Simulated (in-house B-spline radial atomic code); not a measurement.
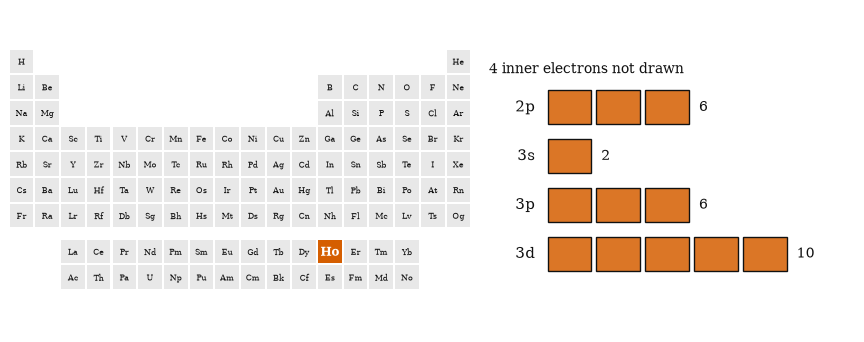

*Left, the place of holmium in the periodic table; right, the outer shells of the closed core: a box for each of the 2l + 1 orbitals, shaded by the share of the shell that is filled, with the electron count at the right.*

**Ho³⁷⁺: many-body perturbation calculation**

System: Ho³⁷⁺, core [Ar] 3d10.
Method: configuration interaction of two valence electrons with many-body perturbation theory for the core (screened one- and two-electron correlation potentials), Breit and QED, no-pair Dirac, B-spline basis (in-house B-spline radial atomic code).

## Input file
```
basis_form = 3
Z = 67
core_configuration = [Ar] 3d10
rms_radius = 5.2022
mass_number = 165
speed_of_light = 137.035999084
box_radius = 2.308
lmax = 6
intervals = 56
virtual_cutoff = 8978.0
```

Hardware: 1 CPU thread, shared host.

The run was one of a batch that the task file lists, launched with:
```bash
python <driver script> task.json out
```

The program writes its results to a structured record and prints no log; tables and figures of this report are taken from that record.

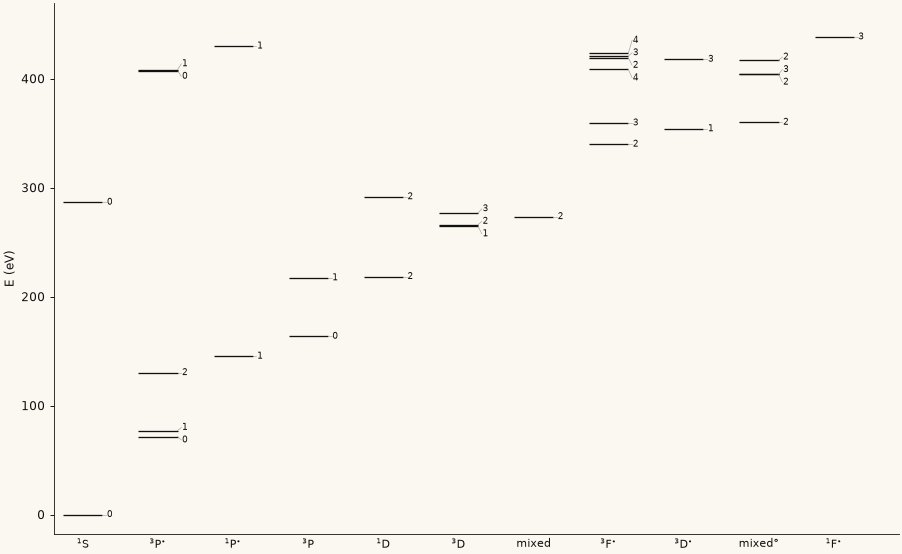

*Levels of Ho³⁷⁺, two electrons outside the core [Ar] 3d¹⁰. CI+MBPT: configuration interaction in the frozen-core Dirac–Hartree–Fock potential with screened core-valence correlation, Breit and QED terms; computed with a B-spline radial code.*

The lowest level is 4s² ¹S₀. The first excited level, 4s 4p ³P°₀, lies at 71.4 eV. It is also the lowest level of opposite parity. The ionisation energy is 1723 eV, against 1723 eV from CI without core-valence correlation and a tabulated theoretical value of 1719 eV.

| Level | E (eV) |
| --- | --- |
| 4s² ¹S₀ | 0 |
| 4s 4p ³P°₀ | 71.45 |
| 4s 4p ³P°₁ | 76.95 |
| 4s 4p ³P°₂ | 130.3 |
| 4s 4p ¹P°₁ | 145.3 |
| 4p² ³P₀ | 163.6 |
| 4p² ³P₁ | 217.2 |
| 4p² ¹D₂ | 218.4 |
| 4s 4d ³D₁ | 264.5 |
| 4s 4d ³D₂ | 266.0 |
| 4p² J = 2 (even, mixed, level 11) | 273.4 |
| 4s 4d ³D₃ | 276.8 |
| 4p² ¹S₀ | 286.6 |
| 4s 4d ¹D₂ | 291.6 |
| 4p 4d ³F°₂ | 339.9 |
| 4p 4d ³D°₁ | 354.0 |

## Key numbers

| quantity | value |
| --- | --- |
| outcome | converged |
| wall time | 36 s |
